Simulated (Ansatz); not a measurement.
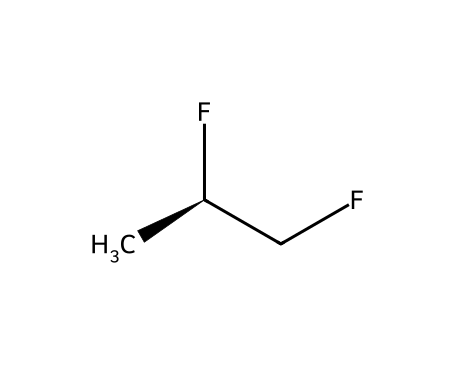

Skeletal drawing of a molecule.

**Give its SMILES.**

C[C@@H](F)CF

**What is the molecular formula?**

C3H6F2.

**An optimisation with PBE0-D4/def2-TZVP gave a structure of which point group?**

C1.

The parts below concern this one geometry. Atoms keep their numbers from picture to picture. The geometry was computed by an optimisation with PBE0-D4/def2-TZVP.

**Electronic properties**

Properties computed with RKS SPW92 (LDA)/def2-TZVPP (Ansatz 0.2.0).

Predict the main results.

- HOMO energy (Kohn–Sham orbital): −7.71 eV
- LUMO energy (Kohn–Sham orbital): 0.21 eV
- HOMO–LUMO gap: 7.92 eV

**Dipole moment**

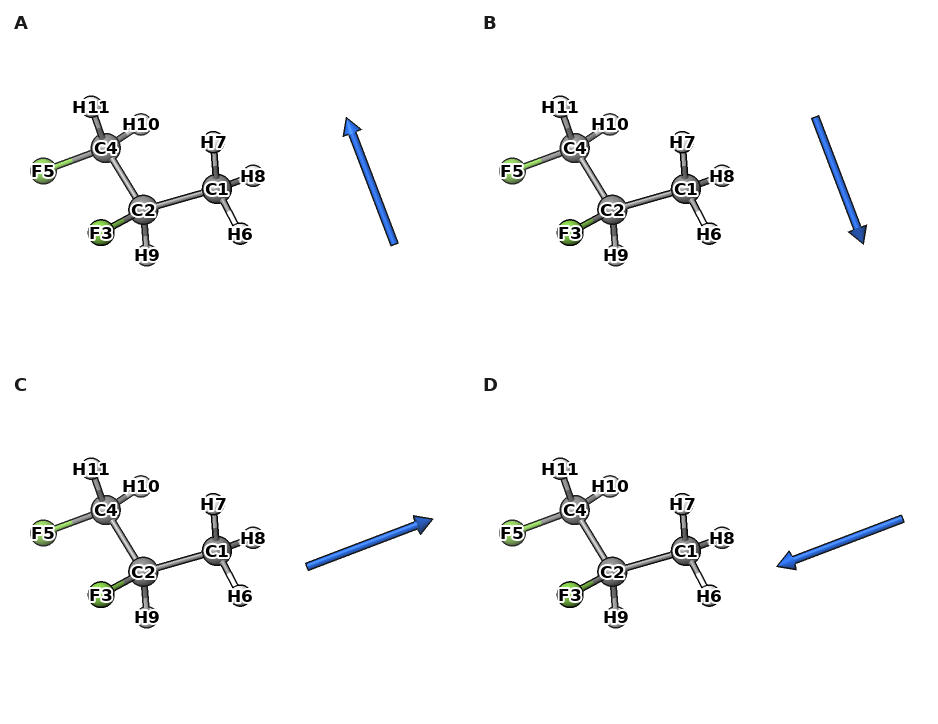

The same molecule four times, each with an arrow. Level of theory: RKS PBE0-D4/def2-TZVP (Ansatz 0.2.0).

**Which arrow points along the dipole moment, from the negative to the positive end?**

C. The dipole moment is 2.89 D; it points from the side of F5 to the side of H8 (the outermost atoms at the two ends).

**Charges**

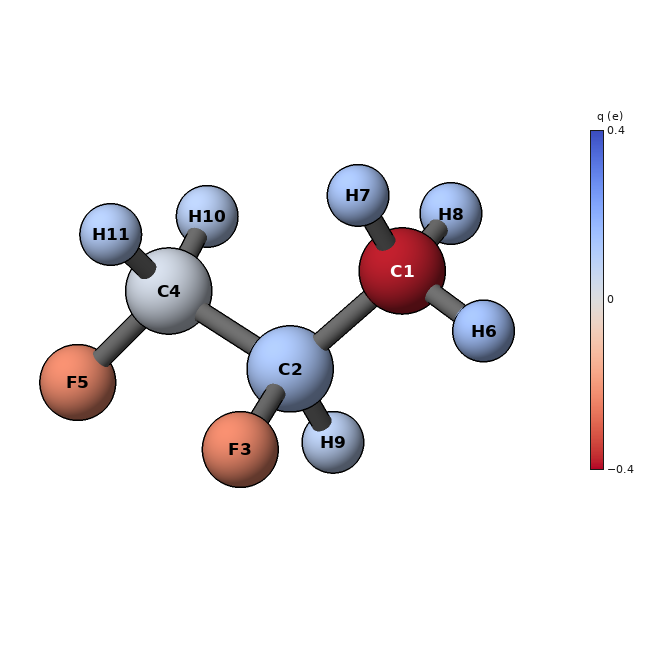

Atoms are coloured by their Mulliken charges. Properties computed with RKS PBE0-D4/def2-TZVP (Ansatz 0.2.0).

**Which atom carries the highest charge (most positive or least negative)?**

H6 (0.14 e).

**And the lowest?**

C1 (−0.38 e).

Give the Mulliken charges atom by atom.

```csv
atom,value (e)
C1,−0.38
C2,0.12
F3,−0.23
C4,0.03
F5,−0.22
H6,0.14
H7,0.13
H8,0.13
H9,0.08
H10,0.09
H11,0.11
```

Mulliken values depend strongly on the basis set and can even reverse the polarity of a bond.
